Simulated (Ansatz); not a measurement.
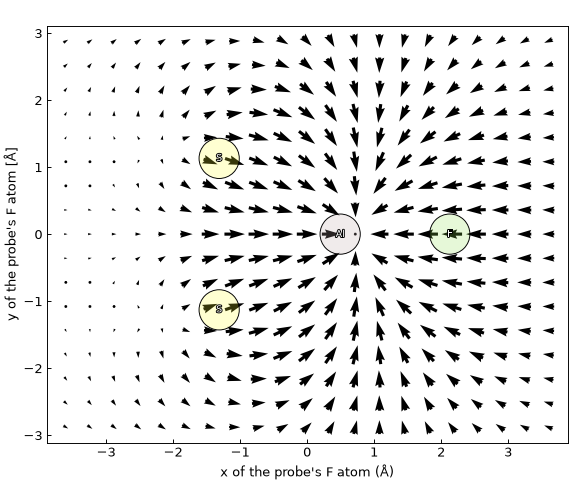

AlFS₂ (SMILES [F][Al]1[S][S]1) with the probe F-. 
- The probe is moved over a plane parallel to the molecule's main plane, 2.70 Å above it.
- Coordinates scanned: (1) x of the probe's F atom; (2) y of the probe's F atom.
- Nothing is relaxed (molecule and probe rigid).
- The grid has 21 × 17 points; 189 points were computed and 168 follow by symmetry.
- These are results of RHF/def2-SVPD in Ansatz 0.2.0, not measurements.

The picture shows arrows along the force (downhill), their lengths compressed, labelled circles for the molecule's atoms, projected on the plane.

Question: The arrows alone are given. Where is the energy lowest?

Answer: The arrows converge at x of the probe's F atom = 0.72 Å, y of the probe's F atom = 0.00 Å [nearest 1 Al at 2.71 Å] (read from the interpolated surface).

The energy map of the same scan:

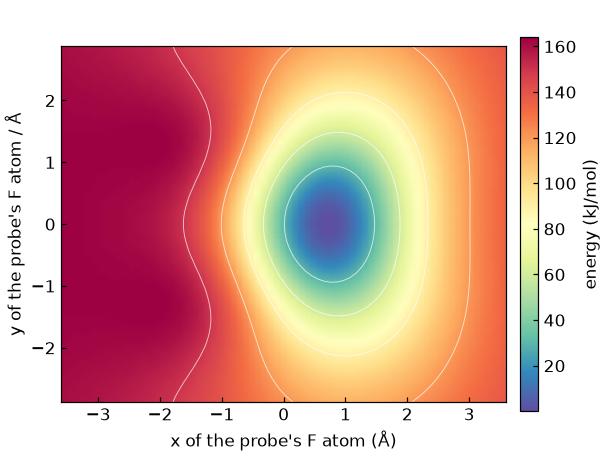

Energies are in kJ/mol, from the lowest grid point; between grid points the surface is interpolated.
